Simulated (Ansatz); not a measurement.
# CH8BNSi: a short trajectory

What does CH8BNSi do in its first 20 fs with a Langevin thermostat, with the temperature set to 1000 K?

The runs use Ansatz 0.2.0, Gaussian basis; revPBE/6-31G*.

**1. The geometry**

The structure was relaxed beforehand with PBE0-D4 in a triple-zeta def2 set.

12 atoms, charge 0, spin multiplicity 1.

Atoms are counted from 1 here; the program's logs count them from 0.

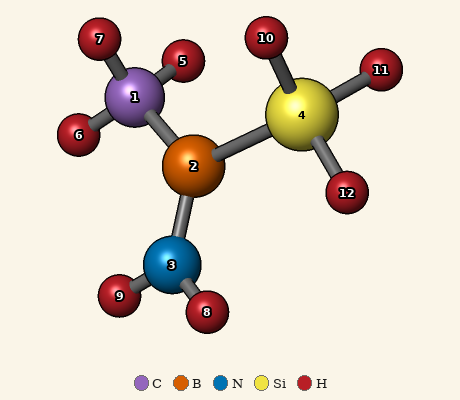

The structure; carbon purple, boron orange, nitrogen blue, silicon yellow, hydrogen red; atoms are numbered from 1 in the order of the file.

**2. The run**

Input file in.yaml:

```yaml
crystal:
  periodic: [false, false, false]
  atoms:
    - {symbol: C, position_ang: [-1.010091, 1.258062, -0.121206]}
    - {symbol: B, position_ang: [-0.126340, 0.025710, 0.294811]}
    - {symbol: N, position_ang: [-0.182757, -0.475035, 1.592430]}
    - {symbol: Si, position_ang: [1.120763, -0.879623, -1.024431]}
    - {symbol: H, position_ang: [-1.665119, 1.000579, -0.960418]}
    - {symbol: H, position_ang: [-1.637806, 1.643740, 0.688731]}
    - {symbol: H, position_ang: [-0.382670, 2.080781, -0.480726]}
    - {symbol: H, position_ang: [0.359045, -1.259238, 1.913742]}
    - {symbol: H, position_ang: [-0.778558, -0.079883, 2.303970]}
    - {symbol: H, position_ang: [2.136095, 0.071539, -1.564362]}
    - {symbol: H, position_ang: [0.377936, -1.422717, -2.199429]}
    - {symbol: H, position_ang: [1.866601, -2.019115, -0.408911]}
basis:
  gaussian: {orbitals: "6-31G*"}
hamiltonian: {xc: {name: revPBE}}
md: {timestep: 1 fs, n_steps: 20, ensemble: nvt_langevin, temperature: 1000, initial_velocities: maxwell_boltzmann, friction: 0.01, seed: 151}
```

Launch:

```sh
> ansatz run in.yaml --threads 2 --pin off --events-out ev --progress --plain --max-ram 4352MiB
```

Log:

```text
Functional definition: revPBE
  name "revPBE"
  cite "Zhang & Yang, Phys. Rev. Lett. 80, 890 (1998) doi:10.1103/PhysRevLett.80.890"
  cite "Perdew, Burke & Ernzerhof, Phys. Rev. Lett. 77, 3865 (1996) doi:10.1103/PhysRevLett.77.3865"
  parameter kappa = 1.245
  parameter beta = 0.06672455060314922
  exchange = pbe_x(kappa = kappa, mu = beta*pi^2/3)
  correlation = pbe_c(beta = beta)
1054 factors; their error is unknown
mean field evaluation 1: about -11199.4072 eV, gradient 6.7e1 eV
mean field evaluation 2: about -11180.5324 eV, gradient 1.1e2 eV
mean field evaluation 4: about -11209.0593 eV, gradient 7.3e0 eV
mean field evaluation 8: about -11209.1887 eV, gradient 3.2e-1 eV
mean field evaluation 16: about -11209.1119 eV, gradient 2.7e-4 eV
mean field -11209.11193294 eV, -411.9272657264 hartree, gradient 3.7e-5 eV, S^2 0.000000; 0 other end points of the search recorded, 0 dependent functions left out
the calculation of the forces begins
reference -11209.11197374 eV, -411.9272672258 hartree; 20, 20 occupied and 60, 60 virtual orbitals, 1054 factors
md step     0: t =     0.00 fs  T =   916.7 K  F+E_penalty+E_count = -11209.11193294 eV  E_kin = 1.421860 eV  (27 SCF iters)
these checks for a lower state are left out or cut short: starts, cluster_reference, orbital_swaps, neighbouring_geometries, increment
1054 factors; their error is unknown
mean field -11209.01359910 eV, -411.9236520245 hartree, gradient 8.9e-6 eV, S^2 0.000000; 0 other end points of the search recorded, 0 dependent functions left out
the calculation of the forces begins
reference -11209.01364001 eV, -411.9236535281 hartree; 20, 20 occupied and 60, 60 virtual orbitals, 1054 factors
md step     1: t =     1.00 fs  T =   878.2 K  F+E_penalty+E_count = -11209.01359910 eV  E_kin = 1.362124 eV  (28 SCF iters)
these checks for a lower state are left out or cut short: starts, cluster_reference, orbital_swaps, neighbouring_geometries, increment
1054 factors; their error is unknown
mean field evaluation 32: about -11208.7765 eV, gradient 9.8e-6 eV
mean field -11208.77652545 eV, -411.9149397287 hartree, gradient 9.8e-6 eV, S^2 0.000000; 0 other end points of the search recorded, 0 dependent functions left out
the calculation of the forces begins
reference -11208.77656641 eV, -411.9149412338 hartree; 20, 20 occupied and 60, 60 virtual orbitals, 1054 factors
md step     2: t =     2.00 fs  T =   732.6 K  F+E_penalty+E_count = -11208.77652545 eV  E_kin = 1.136335 eV  (29 SCF iters)
these checks for a lower state are left out or cut short: starts, cluster_reference, orbital_swaps, neighbouring_geometries, increment
1054 factors; their error is unknown
mean field -11208.53718080 eV, -411.9061439751 hartree, gradient 1.0e-5 eV, S^2 0.000000; 0 other end points of the search recorded, 0 dependent functions left out
the calculation of the forces begins
reference -11208.53722176 eV, -411.9061454804 hartree; 20, 20 occupied and 60, 60 virtual orbitals, 1054 factors
md step     3: t =     3.00 fs  T =   571.9 K  F+E_penalty+E_count = -11208.53718080 eV  E_kin = 0.887112 eV  (29 SCF iters)
these checks for a lower state are left out or cut short: starts, cluster_reference, orbital_swaps, neighbouring_geometries, increment
1054 factors; their error is unknown
mean field -11208.33977980 eV, -411.8988896221 hartree, gradient 1.0e-5 eV, S^2 0.000000; 0 other end points of the search recorded, 0 dependent functions left out
the calculation of the forces begins
reference -11208.33982075 eV, -411.8988911268 hartree; 20, 20 occupied and 60, 60 virtual orbitals, 1054 factors
md step     4: t =     4.00 fs  T =   423.1 K  F+E_penalty+E_count = -11208.33977980 eV  E_kin = 0.656249 eV  (29 SCF iters)
these checks for a lower state are left out or cut short: starts, cluster_reference, orbital_swaps, neighbouring_geometries, increment
1054 factors; their error is unknown
mean field -11208.20984148 eV, -411.8941144770 hartree, gradient 9.8e-6 eV, S^2 0.000000; 0 other end points of the search recorded, 0 dependent functions left out
the calculation of the forces begins
reference -11208.20988243 eV, -411.8941159816 hartree; 20, 20 occupied and 60, 60 virtual orbitals, 1054 factors
md step     5: t =     5.00 fs  T =   351.5 K  F+E_penalty+E_count = -11208.20984148 eV  E_kin = 0.545267 eV  (29 SCF iters)
these checks for a lower state are left out or cut short: starts, cluster_reference, orbital_swaps, neighbouring_geometries, increment
1054 factors; their error is unknown
mean field -11208.14034443 eV, -411.8915605074 hartree, gradient 9.3e-6 eV, S^2 0.000000; 0 other end points of the search recorded, 0 dependent functions left out
the calculation of the forces begins
reference -11208.14038536 eV, -411.8915620117 hartree; 20, 20 occupied and 60, 60 virtual orbitals, 1054 factors
md step     6: t =     6.00 fs  T =   334.2 K  F+E_penalty+E_count = -11208.14034443 eV  E_kin = 0.518434 eV  (29 SCF iters)
these checks for a lower state are left out or cut short: starts, cluster_reference, orbital_swaps, neighbouring_geometries, increment
1054 factors; their error is unknown
mean field evaluation 64: about -11208.1346 eV, gradient 9.1e-5 eV
mean field -11208.13463578 eV, -411.8913507185 hartree, gradient 1.1e-5 eV, S^2 0.000000; 0 other end points of the search recorded, 0 dependent functions left out
the calculation of the forces begins
reference -11208.13467669 eV, -411.8913522219 hartree; 20, 20 occupied and 60, 60 virtual orbitals, 1054 factors
md step     7: t =     7.00 fs  T =   313.3 K  F+E_penalty+E_count = -11208.13463578 eV  E_kin = 0.486042 eV  (29 SCF iters)
these checks for a lower state are left out or cut short: starts, cluster_reference, orbital_swaps, neighbouring_geometries, increment
1054 factors; their error is unknown
mean field -11208.19072191 eV, -411.8934118457 hartree, gradient 1.0e-5 eV, S^2 0.000000; 0 other end points of the search recorded, 0 dependent functions left out
the calculation of the forces begins
reference -11208.19076279 eV, -411.8934133481 hartree; 20, 20 occupied and 60, 60 virtual orbitals, 1054 factors
md step     8: t =     8.00 fs  T =   400.5 K  F+E_penalty+E_count = -11208.19072191 eV  E_kin = 0.621269 eV  (29 SCF iters)
these checks for a lower state are left out or cut short: starts, cluster_reference, orbital_swaps, neighbouring_geometries, increment
1054 factors; their error is unknown
mean field -11208.22979838 eV, -411.8948478794 hartree, gradient 1.2e-5 eV, S^2 0.000000; 0 other end points of the search recorded, 0 dependent functions left out
the calculation of the forces begins
reference -11208.22983925 eV, -411.8948493814 hartree; 20, 20 occupied and 60, 60 virtual orbitals, 1054 factors
md step     9: t =     9.00 fs  T =   442.3 K  F+E_penalty+E_count = -11208.22979838 eV  E_kin = 0.686093 eV  (29 SCF iters)
these checks for a lower state are left out or cut short: starts, cluster_reference, orbital_swaps, neighbouring_geometries, increment
1054 factors; their error is unknown
mean field -11208.22905556 eV, -411.8948205813 hartree, gradient 1.0e-5 eV, S^2 0.000000; 0 other end points of the search recorded, 0 dependent functions left out
the calculation of the forces begins
reference -11208.22909642 eV, -411.8948220829 hartree; 20, 20 occupied and 60, 60 virtual orbitals, 1054 factors
md step    10: t =    10.00 fs  T =   467.2 K  F+E_penalty+E_count = -11208.22905556 eV  E_kin = 0.724610 eV  (29 SCF iters)
these checks for a lower state are left out or cut short: starts, cluster_reference, orbital_swaps, neighbouring_geometries, increment
1054 factors; their error is unknown
mean field -11208.22650245 eV, -411.8947267562 hartree, gradient 1.0e-5 eV, S^2 0.000000; 0 other end points of the search recorded, 0 dependent functions left out
the calculation of the forces begins
reference -11208.22654332 eV, -411.8947282581 hartree; 20, 20 occupied and 60, 60 virtual orbitals, 1054 factors
md step    11: t =    11.00 fs  T =   551.7 K  F+E_penalty+E_count = -11208.22650245 eV  E_kin = 0.855830 eV  (28 SCF iters)
these checks for a lower state are left out or cut short: starts, cluster_reference, orbital_swaps, neighbouring_geometries, increment
1054 factors; their error is unknown
mean field evaluation 96: about -11208.2752 eV, gradient 2.6e0 eV
mean field -11208.22293484 eV, -411.8945956491 hartree, gradient 1.1e-5 eV, S^2 0.000000; 0 other end points of the search recorded, 0 dependent functions left out
the calculation of the forces begins
reference -11208.22297576 eV, -411.8945971528 hartree; 20, 20 occupied and 60, 60 virtual orbitals, 1054 factors
md step    12: t =    12.00 fs  T =   538.9 K  F+E_penalty+E_count = -11208.22293484 eV  E_kin = 0.835833 eV  (29 SCF iters)
these checks for a lower state are left out or cut short: starts, cluster_reference, orbital_swaps, neighbouring_geometries, increment
1054 factors; their error is unknown
mean field -11208.25882698 eV, -411.8959146608 hartree, gradient 1.2e-5 eV, S^2 0.000000; 0 other end points of the search recorded, 0 dependent functions left out
the calculation of the forces begins
reference -11208.25886800 eV, -411.8959161684 hartree; 20, 20 occupied and 60, 60 virtual orbitals, 1054 factors
md step    13: t =    13.00 fs  T =   589.5 K  F+E_penalty+E_count = -11208.25882698 eV  E_kin = 0.914454 eV  (29 SCF iters)
these checks for a lower state are left out or cut short: starts, cluster_reference, orbital_swaps, neighbouring_geometries, increment
1054 factors; their error is unknown
mean field -11208.34433653 eV, -411.8990570790 hartree, gradient 1.2e-5 eV, S^2 0.000000; 0 other end points of the search recorded, 0 dependent functions left out
the calculation of the forces begins
reference -11208.34437769 eV, -411.8990585912 hartree; 20, 20 occupied and 60, 60 virtual orbitals, 1054 factors
md step    14: t =    14.00 fs  T =   652.2 K  F+E_penalty+E_count = -11208.34433653 eV  E_kin = 1.011682 eV  (30 SCF iters)
these checks for a lower state are left out or cut short: starts, cluster_reference, orbital_swaps, neighbouring_geometries, increment
1054 factors; their error is unknown
mean field -11208.42379025 eV, -411.9019769492 hartree, gradient 1.3e-5 eV, S^2 0.000000; 0 other end points of the search recorded, 0 dependent functions left out
the calculation of the forces begins
reference -11208.42383143 eV, -411.9019784625 hartree; 20, 20 occupied and 60, 60 virtual orbitals, 1054 factors
md step    15: t =    15.00 fs  T =   692.1 K  F+E_penalty+E_count = -11208.42379025 eV  E_kin = 1.073587 eV  (30 SCF iters)
these checks for a lower state are left out or cut short: starts, cluster_reference, orbital_swaps, neighbouring_geometries, increment
1054 factors; their error is unknown
mean field evaluation 128: about -11208.4679 eV, gradient 1.4e-3 eV
mean field -11208.46787247 eV, -411.9035969411 hartree, gradient 1.4e-5 eV, S^2 0.000000; 0 other end points of the search recorded, 0 dependent functions left out
the calculation of the forces begins
reference -11208.46791362 eV, -411.9035984532 hartree; 20, 20 occupied and 60, 60 virtual orbitals, 1054 factors
md step    16: t =    16.00 fs  T =   638.1 K  F+E_penalty+E_count = -11208.46787247 eV  E_kin = 0.989835 eV  (30 SCF iters)
these checks for a lower state are left out or cut short: starts, cluster_reference, orbital_swaps, neighbouring_geometries, increment
1054 factors; their error is unknown
mean field -11208.49351048 eV, -411.9045391203 hartree, gradient 1.4e-5 eV, S^2 0.000000; 0 other end points of the search recorded, 0 dependent functions left out
the calculation of the forces begins
reference -11208.49355165 eV, -411.9045406334 hartree; 20, 20 occupied and 60, 60 virtual orbitals, 1054 factors
md step    17: t =    17.00 fs  T =   648.6 K  F+E_penalty+E_count = -11208.49351048 eV  E_kin = 1.006063 eV  (30 SCF iters)
these checks for a lower state are left out or cut short: starts, cluster_reference, orbital_swaps, neighbouring_geometries, increment
1054 factors; their error is unknown
mean field -11208.48963150 eV, -411.9043965704 hartree, gradient 1.4e-5 eV, S^2 0.000000; 0 other end points of the search recorded, 0 dependent functions left out
the calculation of the forces begins
reference -11208.48967274 eV, -411.9043980861 hartree; 20, 20 occupied and 60, 60 virtual orbitals, 1054 factors
1054 factors; their error is unknown
mean field evaluation 160: about -11208.4896 eV, gradient 1.0e-3 eV
mean field -11208.48963150 eV, -411.9043965704 hartree, gradient 1.7e-5 eV, S^2 0.000000; 1 other end points of the search recorded, 0 dependent functions left out
the calculation of the forces begins
reference -11208.48967274 eV, -411.9043980861 hartree; 20, 20 occupied and 60, 60 virtual orbitals, 1054 factors
md step    18: t =    18.00 fs  T =   694.3 K  F+E_penalty+E_count = -11208.48963150 eV  E_kin = 1.076992 eV  (29 SCF iters)
these checks for a lower state are left out or cut short: starts, cluster_reference, orbital_swaps, neighbouring_geometries, increment
1054 factors; their error is unknown
mean field -11208.40253068 eV, -411.9011956743 hartree, gradient 1.4e-5 eV, S^2 0.000000; 0 other end points of the search recorded, 0 dependent functions left out
the calculation of the forces begins
reference -11208.40257197 eV, -411.9011971919 hartree; 20, 20 occupied and 60, 60 virtual orbitals, 1054 factors
md step    19: t =    19.00 fs  T =   713.2 K  F+E_penalty+E_count = -11208.40253068 eV  E_kin = 1.106187 eV  (29 SCF iters)
these checks for a lower state are left out or cut short: starts, cluster_reference, orbital_swaps, neighbouring_geometries, increment
1054 factors; their error is unknown
mean field -11208.21918334 eV, -411.8944577841 hartree, gradient 1.2e-5 eV, S^2 0.000000; 0 other end points of the search recorded, 0 dependent functions left out
the calculation of the forces begins
reference -11208.21922466 eV, -411.8944593024 hartree; 20, 20 occupied and 60, 60 virtual orbitals, 1054 factors
1054 factors; their error is unknown
mean field evaluation 192: about -11208.2192 eV, gradient 4.7e-2 eV
mean field -11208.21918334 eV, -411.8944577841 hartree, gradient 1.6e-5 eV, S^2 0.000000; 1 other end points of the search recorded, 0 dependent functions left out
the calculation of the forces begins
reference -11208.21922466 eV, -411.8944593024 hartree; 20, 20 occupied and 60, 60 virtual orbitals, 1054 factors
md step    20: t =    20.00 fs  T =   581.1 K  F+E_penalty+E_count = -11208.21918334 eV  E_kin = 0.901410 eV  (28 SCF iters)
Total energy: -11208.21922466 eV, -411.8944593024 hartree
Atom 0 at    -1.058354     1.343408    -0.135039 Å, force    -1.124291    -3.214758     0.559544 eV/Å
Atom 1 at    -0.084628     0.022672     0.281447 Å, force    -3.525401     1.321514     1.857303 eV/Å
Atom 2 at    -0.288581    -0.538629     1.608259 Å, force     3.083752    -1.461897    -2.770769 eV/Å
Atom 3 at     1.133306    -0.876672    -0.976744 Å, force     0.296637    -0.008948    -2.415359 eV/Å
Atom 4 at    -1.504144     1.085283    -1.121854 Å, force     0.631456     0.737654    -0.172903 eV/Å
Atom 5 at    -1.978892     1.596452     0.483097 Å, force     1.158114    -0.239698     0.041851 eV/Å
Atom 6 at    -0.306192     2.079065    -0.091131 Å, force     0.710517     2.038853    -0.635335 eV/Å
Atom 7 at     0.394920    -1.334723     1.787846 Å, force    -1.386274     1.068036     0.605288 eV/Å
Atom 8 at    -0.904144    -0.254679     2.337807 Å, force    -0.558660     0.293041     0.722656 eV/Å
Atom 9 at     2.150894     0.078434    -1.700357 Å, force    -0.647271    -0.560742     0.431918 eV/Å
Atom 10 at     0.488775    -1.799013    -2.173367 Å, force     0.531081     0.982910     1.332556 eV/Å
Atom 11 at     1.906729    -1.728512    -0.098446 Å, force     0.830339    -0.955965     0.443251 eV/Å
Dipole moment:    -0.137153    -0.044056     0.464339 e Å
```

Run time: 34 s. Hardware: 2 threads of Arm Neoverse V1, shared host.

**3. Frames and traces**

Step by step, with energies from the first frame:

```tsv
time (fs)	T (K)	potential (meV)	Si4–H11 (Å)
0.0	917	0.0	1.492
1.0	878	98.3	1.532
2.0	733	335.4	1.572
3.0	572	574.8	1.609
4.0	423	772.2	1.630
5.0	352	902.1	1.638
6.0	334	971.6	1.636
7.0	313	977.3	1.621
8.0	401	921.2	1.589
9.0	442	882.1	1.541
10.0	467	882.9	1.487
11.0	552	885.4	1.436
12.0	539	889.0	1.395
13.0	590	853.1	1.376
14.0	652	767.6	1.383
15.0	692	688.1	1.417
16.0	638	644.1	1.468
17.0	649	618.4	1.525
18.0	694	622.3	1.576
19.0	713	709.4	1.617
20.0	581	892.8	1.643
```

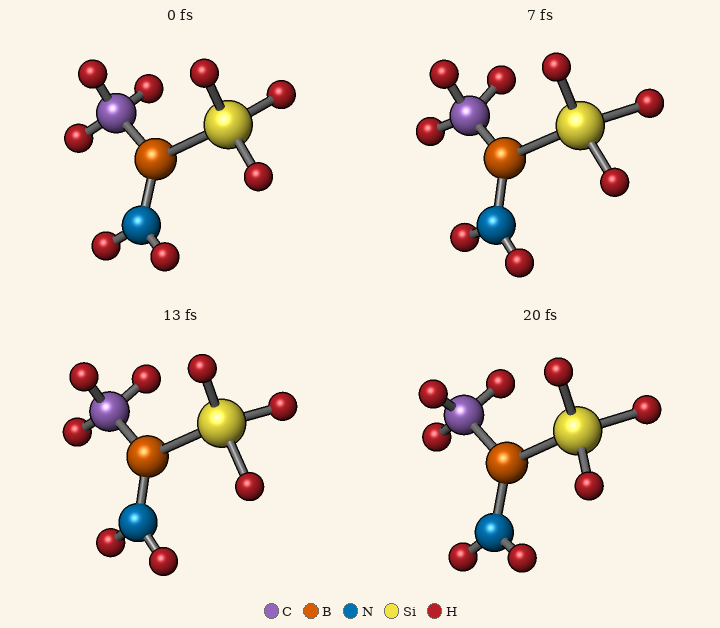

Four frames; sticks are those of the first frame.

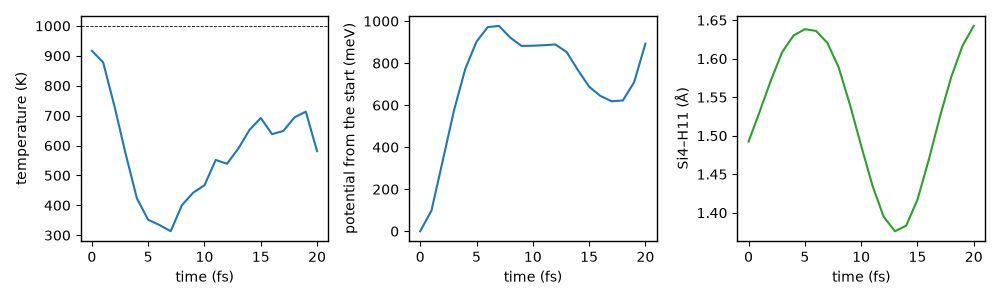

Temperature (the set value dashed), potential energy and the bond that swings most.

Positions (Å) and forces (eV/Å) at 20.0 fs:

```xyz
12

C    -1.058    1.343   -0.135   -1.124   -3.215    0.560
B    -0.085    0.023    0.281   -3.525    1.322    1.857
N    -0.289   -0.539    1.608    3.084   -1.462   -2.771
Si    1.133   -0.877   -0.977    0.297   -0.009   -2.415
H    -1.504    1.085   -1.122    0.631    0.738   -0.173
H    -1.979    1.596    0.483    1.158   -0.240    0.042
H    -0.306    2.079   -0.091    0.711    2.039   -0.635
H     0.395   -1.335    1.788   -1.386    1.068    0.605
H    -0.904   -0.255    2.338   -0.559    0.293    0.723
H     2.151    0.078   -1.700   -0.647   -0.561    0.432
H     0.489   -1.799   -2.173    0.531    0.983    1.333
H     1.907   -1.729   -0.098    0.830   -0.956    0.443
```

**4. Outcome**

| quantity | value |
| --- | --- |
| length | 20 steps of 1.0 fs |
| temperature, first and last frame | 917, 581 K |
| temperature, second half | mean 615 K, from 467 to 713 K |
| swing of the potential | 977 meV |
| range of Si4–H11 | 1.376 to 1.643 Å |

**Reading.** From 917 K at the start the temperature swings between 313 and 917 K: with 12 atoms it has no steady value yet; starting near a minimum, about half of the kinetic energy flows into the potential. Si4–H11 swings most, by 0.27 Å; no bond breaks. A run of 20 fs gives no averages.
